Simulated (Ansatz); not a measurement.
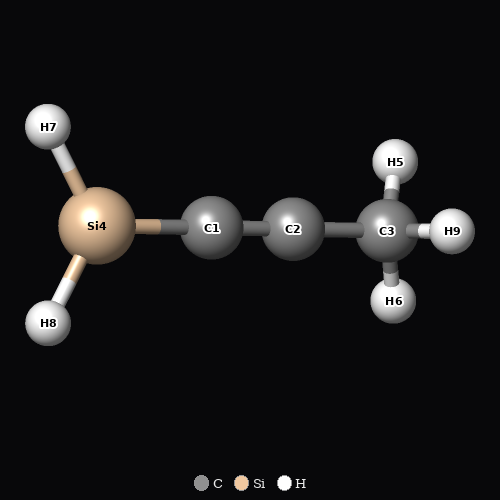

The system is C3H5Si, charge +1; the picture shows the reference structure. The first coordinate is: angle C1–C2–C3 (carried through 180); the second: change of the bonds C2–C1, C2–C3, all alike. Nothing is relaxed (all other coordinates rigid). Grid: 15 × 15 points. Points are written as (first, second). Energies are in kJ/mol, from the lowest grid point. Level of theory: Ansatz, RKS PBE-D4/def2-SVP.

Its coordinates:

```yaml
atoms:
  - { symbol: C, position_ang: [-0.3049, -0.5920, -0.2475] }
  - { symbol: C, position_ang: [0.2360, 0.4476, 0.1758] }
  - { symbol: C, position_ang: [0.8530, 1.6407, 0.6673] }
  - { symbol: Si, position_ang: [-1.0561, -2.0480, -0.8464] }
  - { symbol: H, position_ang: [0.7131, 2.4866, -0.0391] }
  - { symbol: H, position_ang: [1.9358, 1.4815, 0.8601] }
  - { symbol: H, position_ang: [-2.2242, -1.9613, -1.7662] }
  - { symbol: H, position_ang: [-0.5306, -3.3806, -0.4391] }
  - { symbol: H, position_ang: [0.3779, 1.9255, 1.6351] }
```

Range: angle C1–C2–C3 (carried through 180) from 140.0 to 220.0°; change of the bonds C2–C1, C2–C3, all alike from −0.147 to 0.227 Å.

Question: What landscape does the calculation give?

Answer: The lowest grid point is at (180.0°, 0.013 Å). It is the only kind of minimum in the scanned range. The highest grid point, (220.0°, −0.147 Å), lies 286 kJ/mol above the lowest. Round the minimum the two coordinates are nearly uncoupled.

```tsv
second ↓, first →	140.0	145.7	151.4	157.1	162.9	168.6	174.3	180.0	185.7	191.4	197.1	202.9	208.6	214.3	220.0
0.227	242	232	224	218	213	210	208	207	208	210	214	219	225	234	243
0.201	208	198	189	182	177	173	171	170	171	173	177	183	190	199	209
0.174	175	164	154	147	141	137	134	134	135	137	141	148	155	165	177
0.147	145	133	122	114	108	103	101	100	101	104	108	115	124	134	147
0.120	119	105	94	85	78	73	71	70	71	74	79	86	95	107	121
0.094	98	83	71	61	54	49	46	45	46	49	54	62	72	85	100
0.067	82	65	52	42	33	28	24	23	25	28	34	43	53	67	83
0.040	71	54	39	28	19	13	9	8	10	13	20	29	41	55	73
0.013	68	49	34	21	12	5	1	0	2	6	13	23	35	51	70
−0.013	74	53	37	23	13	6	1	0	2	6	14	24	38	55	75
−0.040	89	67	49	35	24	16	11	10	11	16	24	36	51	69	91
−0.067	116	93	74	58	46	37	32	31	33	38	47	59	75	94	118
−0.094	157	132	111	94	81	72	67	65	67	73	82	96	112	133	158
−0.120	211	184	162	144	130	120	114	112	115	121	131	145	163	185	212
−0.147	284	256	232	213	198	187	181	179	181	188	199	214	233	257	286
```

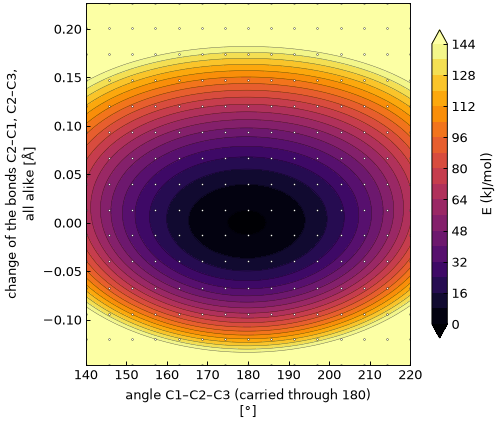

In the figure: filled contours, dots at the grid points, one colour for all values above the top of the scale. Between grid points the surface is interpolated.

The whole map (225 points run) took 12 min on 1 thread of Intel(R) Xeon(R) Platinum 8259CL CPU @ 2.50GHz (Skylake/Cascade Lake) (shared host).
